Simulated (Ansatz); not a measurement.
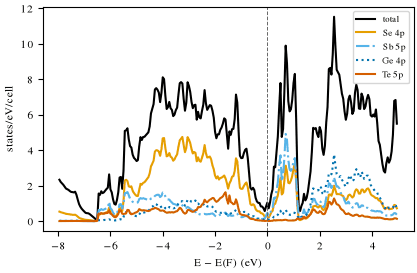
Figure. Total and projected density of states of Ge$_{2}$Sb$_{2}$TeSe$_{4}$ in space group P-3m1 (No. 164; Pearson symbol hP9), PBE+D3(BJ) in the plane-wave PAW code Ansatz

Q: Which orbitals carry the states next to the Fermi level?

A: Within 0.5 eV of the Fermi level: Sb 5p 39 %, Se 4p 35 %, Ge 4p 9 %. Projections are on Löwdin-orthogonalised atomic valence shells; empty p or d shells of many metals are not among them.

Q: Where is the tallest occupied peak in this window, and what makes it?

A: Near -4.0 eV, about 8.1 states/eV per cell; the largest projected share is Se 4p.

The start of the workflow was typed in or built on a structure type; neither database checked (COD, Materials Project) lists it. Its standing as an ambient phase is unchecked. The PBE+D3(BJ) relaxation kept the symmetry of its start; its stability against distortions is not shown here. Spin–orbit coupling is left out wherever it is not named.

Potentials: the earlier of the program's two PAW sets.
